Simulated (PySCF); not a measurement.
# TiOH₂: structure of the singlet

Aim: relax TiOH₂ as a singlet from a trigonal planar start, check by its vibrations whether the end is a minimum, and collect its spectrum and constants.

The runs use PySCF 2.14.0; PBE0, basis Ti def2-TZVP, O def2-TZVP, H def2-TZVP, no relativity, density fitting.

## 1. Starting geometry

4 atoms, charge 0, spin multiplicity 1.

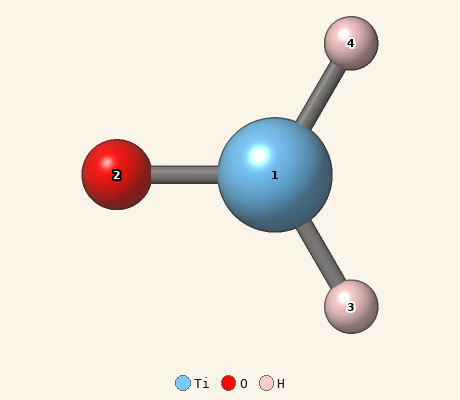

Start geometry, drawn with titanium blue, oxygen red, hydrogen pink; atoms are numbered from 1 in the order of the file.

Coordinates in bohr (charge 0 multiplicity 1):
```
Ti   -0.7489    0.0000    0.0000
O     2.5393    0.0000    0.0000
H    -2.3362    2.7494    0.0000
H    -2.3362   -2.7494    0.0000
```

## 2. The SCF at the typed geometry

One driver script runs all steps and calls PySCF; scf.py shows how it sets up the SCF of each step. The optimiser is the driver's own. After this first run the driver tries any further starts and a stability analysis.

Input file scf.py:

```python
from pyscf import gto, scf, dft
mol = gto.M(atom='''
Ti    -0.396280    -0.000000     0.000000
O      1.343730     0.000000     0.000000
H     -1.236280     1.454920     0.000000
H     -1.236270    -1.454910     0.000000''',
    basis={'Ti': 'def2-TZVP', 'O': 'def2-TZVP', 'H': 'def2-TZVP'},
    charge=0, spin=0)
mf = dft.RKS(mol, xc='PBE0')
mf.grids.atom_grid = (50, 194)
aux = {'Ti': 'def2-universal-JKFIT', 'O': 'def2-universal-JKFIT', 'H': 'def2-universal-JKFIT'}
mf = mf.density_fit(auxbasis=aux)
mf.conv_tol = 1e-08
mf.diis_space = 10
mf.max_cycle = 60
mf.init_guess = 'minao'
mf.verbose = 4
mf.kernel()
```

Launch:

```console
$ OMP_NUM_THREADS=2 python axn.py task.json out
```

Standard output, shortened:

```text
[... the frontier levels of the middle cycles are left out ...]
init E= -925.172014157009
  HOMO = -0.322814849382176  LUMO = -0.15064926964794  gap/eV = 4.68486
cycle= 1 E= -925.128716262778  delta_E= 0.0433  |g|= 1.41  |ddm|= 1.95
  HOMO = -0.397923257551213  LUMO = -0.335004270111028  gap/eV = 1.71211
cycle= 2 E= -910.099488591452  delta_E=   15  |g|= 8.35  |ddm|= 3.17
  HOMO = -0.188746829032784  LUMO = -0.183603870479876  gap/eV = 0.13995
cycle= 3 E= -922.997383541595  delta_E= -12.9  |g|= 3.74  |ddm|= 2.43
cycle= 4 E= -925.470458872965  delta_E= -2.47  |g|= 0.825  |ddm|= 1.08
cycle= 5 E= -925.51940804739  delta_E= -0.0489  |g|= 0.583  |ddm|= 0.182
cycle= 6 E= -925.570875325362  delta_E= -0.0515  |g|= 0.257  |ddm|= 0.143
cycle= 7 E= -925.582837449688  delta_E= -0.012  |g|= 0.0155  |ddm|= 0.104
cycle= 8 E= -925.582887312143  delta_E= -4.99e-05  |g|= 0.00534  |ddm|= 0.0111
cycle= 9 E= -925.582893603687  delta_E= -6.29e-06  |g|= 0.000553  |ddm|= 0.00335
cycle= 10 E= -925.582893886819  delta_E= -2.83e-07  |g|= 0.000285  |ddm|= 0.00131
cycle= 11 E= -925.582893920725  delta_E= -3.39e-08  |g|= 9.78e-05  |ddm|= 0.0004
cycle= 12 E= -925.582893923422  delta_E= -2.7e-09  |g|= 4.33e-05  |ddm|= 9.69e-05
  HOMO = -0.298641840494056  LUMO = -0.134854037406653  gap/eV = 4.45689
Extra cycle  E= -925.582893917071  delta_E= 6.35e-09  |g|= 0.000191  |ddm|= 9.48e-05
converged SCF energy = -925.582893917071
```

This step, with its further starts and checks, needed 6.2 s of wall time on 2 threads of Arm Neoverse V1, shared host.

The starts that the driver tried:

```
                      start  energy (Eh)
    the minimal-basis guess  -925.582894
a thermally smeared density  -925.582894
      a smeared PBE density  -925.582894
```

No lower closed-shell solution turned up from the other starts or in the test of internal stability.

## 3. Relaxing the singlet from the trigonal planar start

The program finds C2v symmetry in the start, which this walk keeps.

scf.py, as its differences from that of step 2:

```diff
@@ -3,4 +3,4 @@
-Ti    -0.396280    -0.000000     0.000000
-O      1.343730     0.000000     0.000000
-H     -1.236280     1.454920     0.000000
-H     -1.236270    -1.454910     0.000000''',
+Ti    -0.396282    -0.000000     0.000000
+O      1.343728     0.000000     0.000000
+H     -1.236277     1.454915     0.000000
+H     -1.236277    -1.454915     0.000000''',
@@ -16 +15,0 @@
-mf.init_guess = 'minao'
```

The optimiser's trace:

```
step  energy (Eh)  change (kJ/mol)  largest symmetric gradient (Eh/bohr)
   0  -925.582894             0.00                               0.11192
   1  -925.600641           -46.59                               0.01264
   2  -925.601803           -49.65                               0.00960
   3  -925.602630           -51.82                               0.00772
   4  -925.602744           -52.12                               0.00239
   5  -925.602765           -52.17                               0.00090
   6  -925.602781           -52.21                               0.00041
   7  -925.602781           -52.21                               0.00010
```

The walk took 8.1 s.

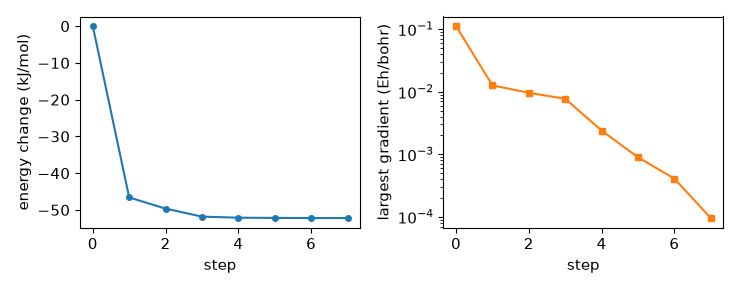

How energy and gradient fall.

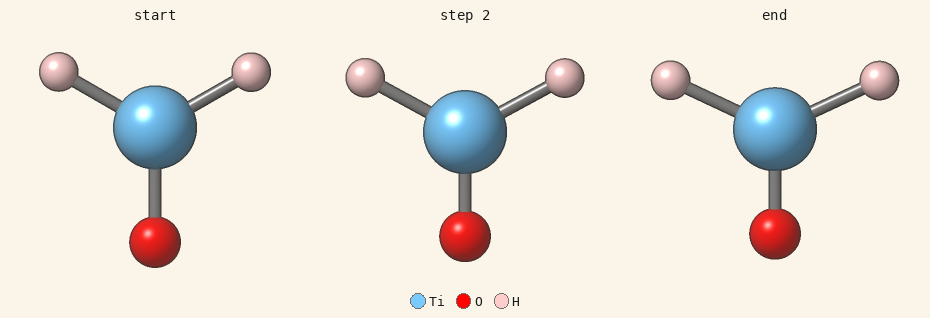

Start and end of the relaxation, with a step between.

End point (C2v, 7 steps, 52.2 kJ/mol gained): Ti–H 1.744 Å (×2), Ti–O 1.585 Å; H–Ti–H 129.7°, H–Ti–O 115.2° (×2).

## 4. Frequencies

On the finer grid the gradient is checked again; gradients at displacements of ±0.02 bohr then give force constants and infrared intensities.

scf.py, as its differences from that of step 3:

```diff
@@ -3,4 +3,4 @@
-Ti    -0.396282    -0.000000     0.000000
-O      1.343728     0.000000     0.000000
-H     -1.236277     1.454915     0.000000
-H     -1.236277    -1.454915     0.000000''',
+Ti    -0.361701    -0.000000     0.000000
+O      1.222904     0.000000     0.000000
+H     -1.102807     1.578909     0.000000
+H     -1.102807    -1.578910     0.000000''',
@@ -10 +10 @@
-mf.grids.atom_grid = (50, 194)
+mf.grids.atom_grid = (75, 302)
@@ -13 +13 @@
-mf.conv_tol = 1e-08
+mf.conv_tol = 1e-10
```

This SCF starts from the last density.

Log of the central SCF (cycles and frontier levels):

```text
init E= -925.602816979682
  HOMO = -0.289615067207464  LUMO = -0.125304778958444  gap/eV = 4.47111
cycle= 1 E= -925.602816979624  delta_E= 5.8e-11  |g|= 1.88e-05  |ddm|= 9.15e-06
  HOMO = -0.289614154214178  LUMO = -0.125302317929225  gap/eV = 4.47115
cycle= 2 E= -925.602816978801  delta_E= 8.23e-10  |g|= 7.09e-05  |ddm|= 3.34e-05
  HOMO = -0.289614971345387  LUMO = -0.125304840317786  gap/eV = 4.47111
cycle= 3 E= -925.602816979683  delta_E= -8.83e-10  |g|= 2.73e-06  |ddm|= 2.68e-05
  HOMO = -0.289614902521286  LUMO = -0.125304487759665  gap/eV = 4.47111
cycle= 4 E= -925.602816979685  delta_E= -1.82e-12  |g|= 2.58e-08  |ddm|= 1.79e-06
  HOMO = -0.289614905208815  LUMO = -0.125304488965142  gap/eV = 4.47111
Extra cycle  E= -925.602816979688  delta_E= -2.73e-12  |g|= 6.72e-08  |ddm|= 4.74e-08
converged SCF energy = -925.602816979688
```

The whole step took 24 s.

Geometry: C2v; Ti–H 1.744 Å (×2), Ti–O 1.585 Å; H–Ti–H 129.7°, H–Ti–O 115.1° (×2).

Modes, for the most abundant isotopes:

| symmetry | ω (cm⁻¹) | IR (km/mol) | type |
| --- | --- | --- | --- |
| b1 | 410i | 659 | bend |
| b2 | 488 | 0.1 | bend |
| a1 | 676 | 62.4 | bend |
| a1 | 1124 | 293 | mixed |
| b2 | 1654 | 665 | stretch |
| a1 | 1708 | 195 | stretch |

With 1 mode imaginary (up to 410i cm⁻¹) this point is a saddle.

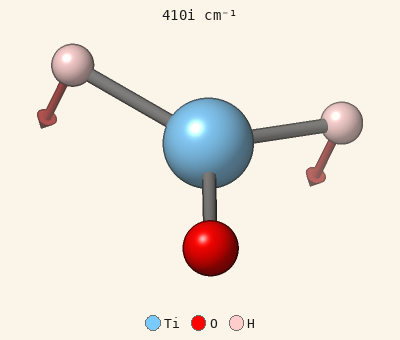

The imaginary mode, as arrows.

Constants and moments:

* Dipole moment: 1.53 D
* Highest occupied level: -7.88 eV
* Lowest empty level: -3.41 eV
* Rotational constants: 3.355, 0.5164, 0.4475 cm⁻¹
* Zero-point energy (real modes): 33.8 kJ/mol
* Principal polarisabilities: 25.6, 44.0, 44.6 bohr³
* Atomisation energy without zero-point energy: 1152 kJ/mol
* Principal traceless quadrupole moments about the centre of mass: -6.80, -3.58, 10.37 D Å

Charges (e) and bond orders:

```tsv
atom	Mulliken	Löwdin	polar tensor	Mayer order to Ti1
Ti1	0.90	0.52	1.78	–
O2	-0.53	-0.19	-0.84	2.21
H3,4	-0.19	-0.16	-0.47	0.91
```

Outer orbital energies (eV). occupied: -42.97, -42.43, -25.09, -10.44, -10.37, -10.34, -9.09, -7.88; empty: -3.41, -3.20, -1.97, -0.98.

Mulliken populations on Ti1: s 6.40, p 12.49, d 2.18, f 0.03.

## 5. Leaving the saddle point

The start is the last point, displaced along its most imaginary mode.

The program finds Cs symmetry in the start, which this walk keeps.

scf.py, as its differences from that of step 4:

```diff
@@ -3,4 +3,4 @@
-Ti    -0.361701    -0.000000     0.000000
-O      1.222904     0.000000     0.000000
-H     -1.102807     1.578909     0.000000
-H     -1.102807    -1.578910     0.000000''',
+Ti    -0.361619    -0.000000     0.007404
+O      1.222987     0.000000    -0.007073
+H     -1.102725     1.578909    -0.120000
+H     -1.102724    -1.578910    -0.120000''',
@@ -10 +10 @@
-mf.grids.atom_grid = (75, 302)
+mf.grids.atom_grid = (50, 194)
@@ -13 +13 @@
-mf.conv_tol = 1e-10
+mf.conv_tol = 1e-08
```

Steps of the walk:

```
step  energy (Eh)  change (kJ/mol)  largest symmetric gradient (Eh/bohr)
   0  -925.603131             0.00                               0.00385
   1  -925.605570            -6.40                               0.02721
   2  -925.606658            -9.26                               0.01786
   3  -925.607152           -10.56                               0.00982
   4  -925.607466           -11.38                               0.00949
   5  -925.607857           -12.41                               0.00719
   6  -925.608225           -13.37                               0.00293
   7  -925.608326           -13.64                               0.00086
   8  -925.608337           -13.67                               0.00074
   9  -925.608341           -13.68                               0.00021
  10  -925.608342           -13.68                               0.00027
```

The walk took 13 s.

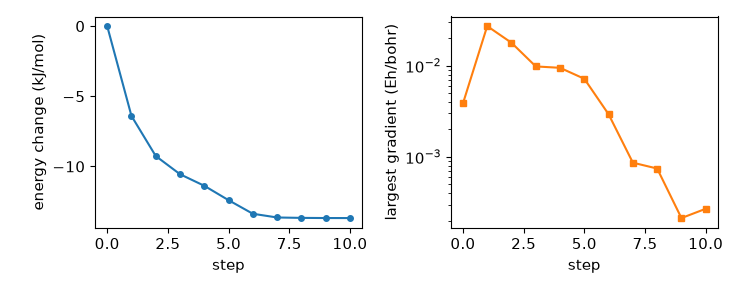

How energy and gradient fall.

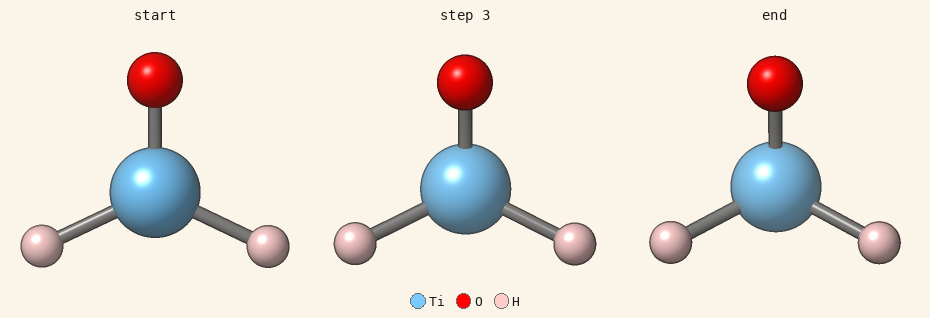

The geometry along the walk, at one scale.

It settles in Cs symmetry, 13.7 kJ/mol below the start, after 10 steps: Ti–H 1.720 Å (×2), Ti–O 1.583 Å; H–Ti–H 115.5°, H–Ti–O 107.0° (×2).

## 6. Vibrations and properties at this point

As before: finer grid, then central differences.

scf.py, as its differences from that of step 5:

```diff
@@ -3,4 +3,4 @@
-Ti    -0.361619    -0.000000     0.007404
-O      1.222987     0.000000    -0.007073
-H     -1.102725     1.578909    -0.120000
-H     -1.102724    -1.578910    -0.120000''',
+Ti    -0.344568    -0.000000     0.128917
+O      1.169243     0.000000    -0.334288
+H     -1.053436     1.455935    -0.453343
+H     -1.053435    -1.455936    -0.453343''',
@@ -10 +10 @@
-mf.grids.atom_grid = (50, 194)
+mf.grids.atom_grid = (75, 302)
@@ -13 +13 @@
-mf.conv_tol = 1e-08
+mf.conv_tol = 1e-10
```

Log of the central SCF (cycles and frontier levels):

```text
init E= -925.608368776356
  HOMO = -0.298165577365644  LUMO = -0.105692031048717  gap/eV = 5.23747
cycle= 1 E= -925.608368776343  delta_E= 1.3e-11  |g|= 7.61e-06  |ddm|= 3.66e-06
  HOMO = -0.298164785165676  LUMO = -0.10569054922672  gap/eV = 5.23749
Extra cycle  E= -925.608368776201  delta_E= 1.43e-10  |g|= 3.01e-05  |ddm|= 1.42e-05
converged SCF energy = -925.608368776201
```

The whole step needed 29 s of wall time on 2 threads of Arm Neoverse V1, shared host.

Geometry: Cs; Ti–H 1.721 Å (×2), Ti–O 1.583 Å; H–Ti–H 115.6°, H–Ti–O 107.2° (×2).

Harmonic modes (main isotopes):

| symmetry | ω (cm⁻¹) | IR (km/mol) | type |
| --- | --- | --- | --- |
| a' | 420 | 258 | bend |
| a'' | 535 | 5.4 | bend |
| a' | 637 | 98.1 | bend |
| a' | 1118 | 286 | stretch |
| a'' | 1693 | 475 | stretch |
| a' | 1733 | 171 | stretch |

All wavenumbers are real: a minimum.

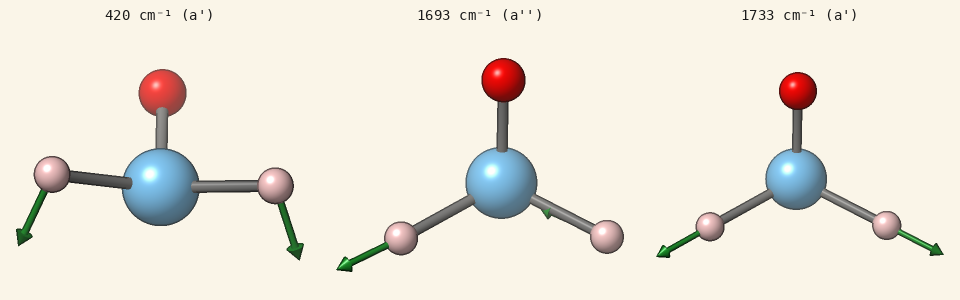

Displacements of 3 of the modes, as arrows (one member where a mode is degenerate).

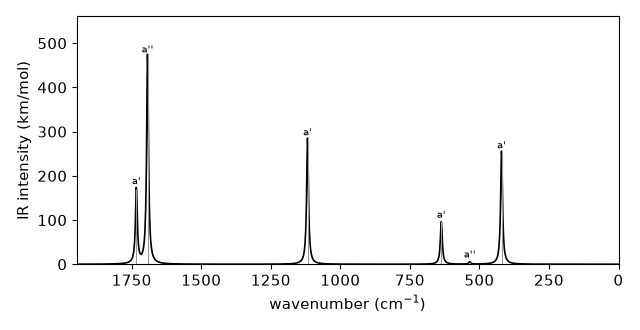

The harmonic infrared spectrum (widths in cm⁻¹). Lines are broadened to a width of 8 cm⁻¹ (Lorentzian).

Properties at this point:

```yaml
Dipole_moment: 4.28 D
Highest_occupied_level: -8.11 eV
Lowest_empty_level: -2.88 eV
Rotational_constants: 3.148, 0.514, 0.4684 cm⁻¹
Zero-point_energy: 36.7 kJ/mol
Principal_polarisabilities: 25.4, 44.0, 44.1 bohr³
Atomisation_energy_without_zero-point_energy: 1167 kJ/mol
Principal_traceless_quadrupole_moments_about_the_centre_of_mass: -4.49, -3.81, 8.30 D Å
Entropy_at_298.15_K_and_1_bar: 254.1 J/(mol K)
Heat_capacity_Cp_at_298.15_K: 49.5 J/(mol K)
Enthalpy_at_298.15_K_above_0_K: 11.64 kJ/mol
Rotational_symmetry_number: 1
```

Charges (e) and bond orders:

```json
{"atom": "Ti1", "Mulliken": "0.86", "Löwdin": "0.44", "polar tensor": "1.59", "Mayer order to Ti1": "–"}
{"atom": "O2", "Mulliken": "-0.52", "Löwdin": "-0.18", "polar tensor": "-0.80", "Mayer order to Ti1": "2.26"}
{"atom": "H3,4", "Mulliken": "-0.17", "Löwdin": "-0.13", "polar tensor": "-0.40", "Mayer order to Ti1": "0.93"}
```

Outer orbital energies (eV). occupied: -42.12, -41.85, -24.69, -10.03, -9.95, -9.90, -8.66, -8.11; empty: -2.88, -2.55, -1.78, -0.72.

Mulliken populations on Ti1: s 6.44, p 12.38, d 2.29, f 0.03.

## 7. Would spin polarisation lower it?

At the lowest minimum the closed shell is tested against spin polarisation, on the (50, 194) grid. It is stable.

## 8. All stationary points

| spin | group | bonds | imaginary modes (cm⁻¹) | ΔE (kJ/mol) | with zero-point energy |
| --- | --- | --- | --- | --- | --- |
| singlet | Cs | Ti–H 1.721 Å (×2), Ti–O 1.583 Å | none | 0.0 | 0.0 |
| singlet | C2v | Ti–H 1.744 Å (×2), Ti–O 1.585 Å | 410i | 14.6 | – |

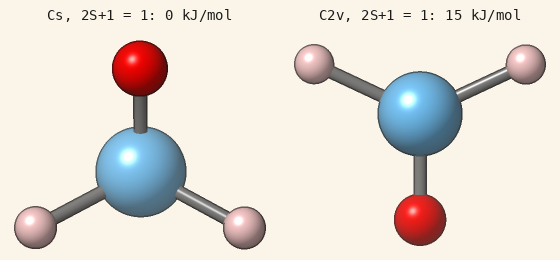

The points, lowest first (titanium blue, oxygen red, hydrogen pink).

## 9. Summary of results

| quantity | value |
| --- | --- |
| minimum | singlet, Cs |
| geometry | Ti–H 1.721 Å (×2), Ti–O 1.583 Å; H–Ti–H 115.6°, H–Ti–O 107.2° (×2) |
| wavenumbers (cm⁻¹) | 420 (a'), 535 (a''), 637 (a'), 1118 (a'), 1693 (a''), 1733 (a') |
| dipole moment | 4.28 D |
| highest occupied, lowest empty level | -8.11, -2.88 eV |
| polar-tensor charge of Ti1 | +1.59 e |
| zero-point energy | 36.7 kJ/mol |
| entropy at 298.15 K | 254.1 J/(mol K) |
| atomisation energy (no zero-point energy) | 1167 kJ/mol |

In words: The trigonal planar start (C2v) ends in a minimum of Cs symmetry, after a stop at a saddle point 14.6 kJ/mol higher, from which it was pushed off along an imaginary mode. In the infrared the band at 1693 cm⁻¹ (a'', stretch) leads. Only this shape and spin were tried, so other structures or states may lie lower.

The search up to here took 82 s.
